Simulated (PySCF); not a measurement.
Single-point calculation of SiPH5Br (charge +2)

System: SiPH5Br, charge +2, multiplicity 2.
Method: HF/aug-pc-1, UHF (PySCF 2.14.0).

The geometry is that of the parent species in another charge or spin state. The geometry comes from this level: GFN2-xTB.

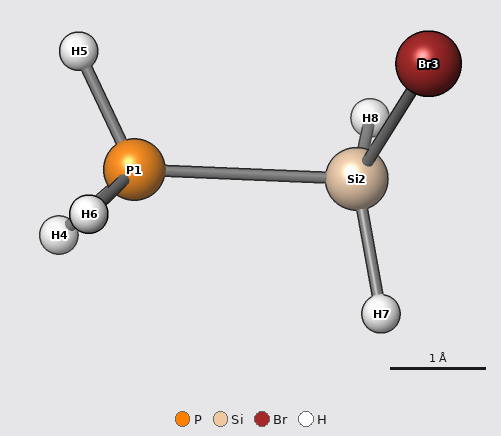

Fig. 1: The structure as given in the input (ball-and-stick view, seen at a tilt; atoms are numbered from 1 in the order of the input). Bond lengths as drawn: Br–Si 2.19 Å, H–P 1.38 Å, H–Si 1.45 Å and P–Si 2.36 Å.

### The input (run.py)
```python
from pyscf import gto

system = gto.Mole()
system.atom = '''
P     -0.614690     0.836360    -0.311600
Si     0.554960    -1.127020     0.295990
Br     2.426980    -0.331450     1.096830
H     -1.872130     0.686150    -0.850260
H     -0.023020     1.653970    -1.248380
H     -0.865820     1.744880     0.692590
H     -0.318540    -1.680520     1.315990
H      0.712270    -1.782380    -0.991160
'''
system.charge = 2
system.spin = 1
system.verbose = 3
system.max_memory = 1860
system.basis = 'aug-pc-1'
system.build()

calc0 = system.UHF()
calc0.conv_tol = 1e-10
calc0.kernel()
if not calc0.converged:
    calc0 = calc0.newton().run(calc0.mo_coeff, calc0.mo_occ)

e_final = calc0.e_tot
print(f'total energy: {e_final:.8f} hartree')
```

Machine: 1 thread of Arm Neoverse V1, 24 GiB of memory available, shared host.

Launch command:
```bash
OMP_NUM_THREADS=1 python run.py
```

### The program's output
```
WARN: HOMO -0.345369638610639 >= LUMO -0.345369638610639

converged SCF energy = -3204.11303315152  <S^2> = 0.758666  2S+1 = 2.0086473
total energy: -3204.11303315 hartree
```

### Results in brief

```tsv
quantity	value
outcome	converged
total energy	−3204.113033 hartree
basis functions	135
⟨S²⟩	0.759
wall time	22 s
peak memory	0.45 GiB
```

The record of the run, not the program, notes: dipole of an ion depends on the origin.
